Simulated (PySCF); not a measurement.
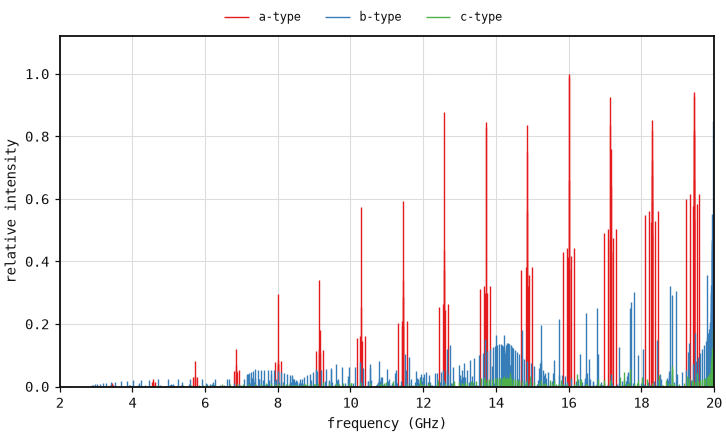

C₆H₁₁ClOSi, SMILES [SiH3]O[C@@H]1C[C@]2(Cl)C[C@H]1C2. Simulated rotational absorption lines between 2 and 20 GHz at 10 K: rigid rotor with the equilibrium constants and dipole of one optimised conformer (PBE0-D3(BJ)/def2-SVP, PySCF 2.14.0), commonest isotopes; no centrifugal distortion, hyperfine structure, internal rotation or nuclear-spin weights; lines within 1 MHz of each other are summed. Lines of different type are drawn apart.

Question: What are the rotational constants, and what kind of rotor is it?

Answer: Rotational constants A, B, C = 3.423, 0.5831, 0.5603 GHz; Ray's κ = −0.98, a near-prolate asymmetric top.

Question: Which dipole components drive the lines?

Answer:
|μa|, |μb|, |μc| = 1.53, 1.40, 0.66 D; a-type lines carry 57 % of the intensity in this range.

Note: coarse grid, loose stop and no frequency check, small forces are noise and the end may be a saddle.
